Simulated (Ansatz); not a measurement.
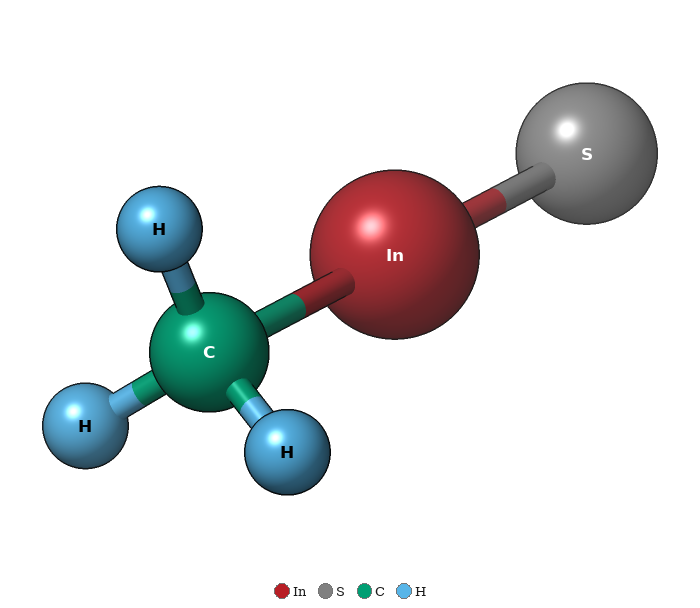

Every bond is drawn as one stick, whatever its order.

Identify the structure.

It has 6 atoms: 1 carbon, 3 hydrogen, 1 indium and 1 sulfur (CH₃InS). Coordination: 1 In linear; 1 C tetrahedral.

More results for the same structure follow; atom numbers are the same in all pictures, views and colours differ. The geometry was computed by an optimisation with PBE0-D4/def2-TZVP.

### Vibrations

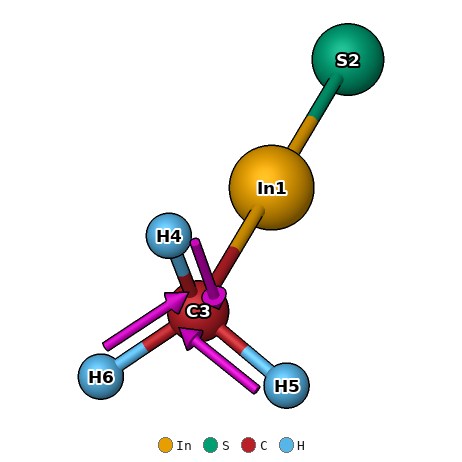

The arrows show one normal mode. Harmonic vibrations computed with RKS PBE0-D4/def2-TZVP, core potentials on In (Ansatz 0.2.0) at a stationary point of the same level.

**Describe the motion.**

Mostly in-phase stretching of 3 C–H bonds.

**At what wavenumber does it lie?**

3070 cm⁻¹; it is mode 10 of 12 counted from the lowest.

### Charges

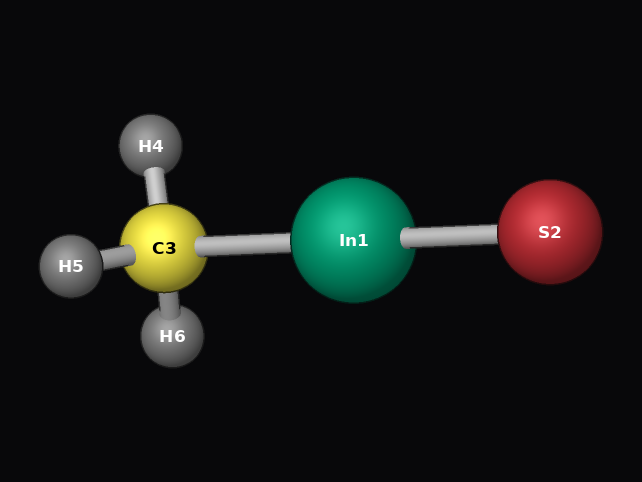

The questions are on Mulliken charges. Properties computed with RKS PBE0-D4/def2-TZVP, core potentials on In (Ansatz 0.2.0).

List the Mulliken charges.

```
atom  value (e)
 In1       0.52
  S2      −0.46
  C3      −0.55
  H4       0.16
  H5       0.16
  H6       0.16
```

### Electronic properties

Level of theory: RKS PBE0-D4/def2-TZVPP, core potentials on In (Ansatz 0.2.0).

Predict the main results.

- HOMO energy (Kohn–Sham orbital): −6.53 eV
- LUMO energy (Kohn–Sham orbital): −1.18 eV
- HOMO–LUMO gap: 5.35 eV

Mulliken values depend strongly on the basis set and can even reverse the polarity of a bond.
